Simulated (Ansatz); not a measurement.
**SnH4 (SMILES [H][Sn]([H])([H])[H]) at CCSDTQ/STO-3G**

Aim: the electronic atomisation energy of SnH4 at CCSDTQ/STO-3G, from 3 runs. 

Program for the calculation: Ansatz 0.2.0.

34 further runs of the same task are left out: 9 that didn't finish, 25 set aside as unsound or not needed.

### 1 The structure to begin with

The species is SnH4 (5 atoms), meant as a singlet with charge 0. SMILES: `[H][Sn]([H])([H])[H]`. The shape comes from GFN2-xTB, which is rough for such elements, and wasn't checked as a minimum.

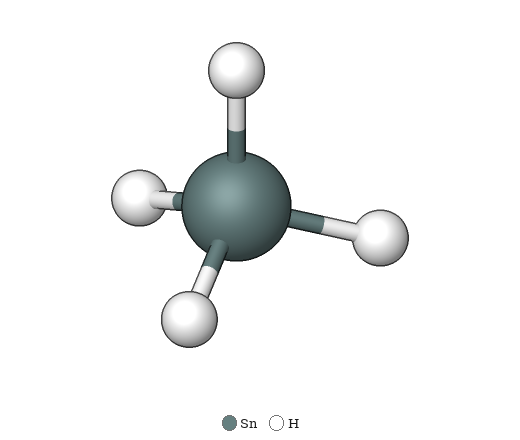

Viewed from a chosen angle; tin teal, hydrogen white.

### 2 A single-point energy at CCSDTQ/STO-3G

Input file molecule.yaml:

```yaml
crystal:
  periodic: [false, false, false]
  atoms:
    - {symbol: Sn, position_ang: [-0.000990, -0.000230, -0.000480]}
    - {symbol: H, position_ang: [0.011990, -0.018470, 1.638220]}
    - {symbol: H, position_ang: [1.540690, 0.010760, -0.554870]}
    - {symbol: H, position_ang: [-0.779740, 1.342080, -0.527140]}
    - {symbol: H, position_ang: [-0.771950, -1.334140, -0.555740]}
basis:
  gaussian: {orbitals: STO-3G}
total_charge: 0
correlation: {method: ccsdtq, frozen_orbitals: {H: 0, Sn: 18}}
accuracy: high
scf: {omitted_lower_state_checks: [cluster_reference, increment]}
```

Run with:

```console
$ ansatz run molecule.yaml --threads 1 --pin off --max-ram 2610MiB --events-out events.jsonl --progress --plain --runs-dir runs
```

Log, shortened:

```text
Warning: RAYON_NUM_THREADS=1 ignored (pool sized by the plan → 1); use --threads N
Functional definition: HF
  name "HF"
[...]
547 factors; integrals over basis functions are off by at most 4.9e-9 eV
[...]
mean field -162332.75586152 eV, -5965.6187448171 hartree, gradient 7.6e-8 eV, S^2 0.000000; 0 other end points of the search recorded, 0 dependent functions left out
18 core orbitals not correlated: weight in the atoms' cores, before any rotation towards them, 1.000 or more for the frozen orbitals, at most 0.000 for the correlated occupied ones
reference -162332.75586152 eV, -5965.6187448171 hartree; 9, 9 occupied and 4, 4 virtual orbitals, 547 factors
second order -1.10032916 eV of doubles, -0.00000000 eV of singles
cycle   1  -1.45876882 eV  change   -3.6e-1 eV  update   5.2e-2
[...]
cycle  16  -1.67823771 eV  change   5.9e-10 eV  update  9.2e-10
Total energy: -162334.43409924 eV, -5965.6804189156 hartree
Checks for a lower state left out: cluster_reference, increment
```

Run time: 6 s. Hardware: 1 thread of Arm Neoverse V1, shared host; peak memory 0.15 GiB.

### 3 The H atom: a single-point energy at UHF/STO-3G

Input file in.yaml:

```yaml
crystal:
  periodic: [false, false, false]
  atoms:
    - symbol: H
      position_ang: [0.000000, 0.000000, 0.000000]
basis:
  gaussian:
    orbitals: STO-3G
magnetization:
  spin_polarized: true
  initial_magnetization: 1
hamiltonian:
  xc: hf
accuracy: high
```

Run the same way, it converges to -0.46658 Eh (log not shown).

### 4 The Sn atom, same level

Input file job.yaml:

```yaml
crystal:
  periodic: [false, false, false]
  atoms:
    - {symbol: Sn, position_ang: [0.000000, 0.000000, 0.000000]}
basis:
  gaussian:
    orbitals: STO-3G
magnetization:
  spin_polarized: true
  initial_magnetization: 2
correlation:
  method: ccsdtq
  frozen_orbitals: {Sn: 18}
accuracy: high
scf:
  omitted_lower_state_checks: [cluster_reference, increment]
```

Run with:

```console
$ ansatz run job.yaml --threads 1 --pin off --max-ram 2610MiB --events-out events.jsonl --progress --plain --runs-dir runs
```

Log, shortened:

```text
Warning: RAYON_NUM_THREADS=1 ignored (pool sized by the plan → 1); use --threads N
[... 2 set-up lines as earlier in the session ...]
[...]
251 factors; integrals over basis functions are off by at most 4.4e-9 eV
[...]
mean field -162267.10534540 eV, -5963.2061328489 hartree, gradient 3.9e-9 eV, S^2 2.000002; 3 other end points of the search recorded, 0 dependent functions left out
18 core orbitals not correlated: weight in the atoms' cores, before any rotation towards them, 1.000 or more for the frozen orbitals, at most 0.000 for the correlated occupied ones
reference -162267.10534540 eV, -5963.2061328489 hartree; 8, 6 occupied and 1, 3 virtual orbitals, 251 factors
second order -0.20018918 eV of doubles, 0.00000000 eV of singles
cycle   1  -0.29387356 eV  change   -9.4e-2 eV  update   4.0e-2
[...]
cycle  16  -0.37366760 eV  change  -3.7e-10 eV  update  5.3e-10
Total energy: -162267.47901299 eV, -5963.2198648798 hartree
Checks for a lower state left out: cluster_reference, increment
```

Wall time 22 s (1 thread of Arm Neoverse V1, shared host); peak memory 0.12 GiB.

### 5 Results

Level: CCSDTQ/STO-3G, 18 core orbitals frozen.

| quantity | value |
| --- | --- |
| molecule: total energy | -5965.68042 Eh |
| molecule: correlation energy (18 core orbitals frozen) | -61.7 mEh |
| molecule: T1 diagnostic | 0.003 |
| H atom: total energy | -0.46658 Eh |
| H atom: ⟨S²⟩ | 0.750 |
| Sn atom: total energy | -5963.21986 Eh |
| Sn atom: correlation energy (18 core orbitals frozen) | -13.7 mEh |
| Sn atom: ⟨S²⟩ of the reference determinant | 2.000 |
| Sn atom: T1 diagnostic | 0.000 |
| electronic atomisation energy | 16.170 eV |

**Reading.** Taking the molecule apart into free atoms costs 16.17 eV (373 kcal/mol), before zero-point energy and without spin-orbit coupling. In a minimal basis such a difference can be off by several eV, whatever the method. Relativity is left out (molecule) although the molecule holds a heavy atom. Relativity is left out (Sn atom) although the molecule holds a heavy atom.
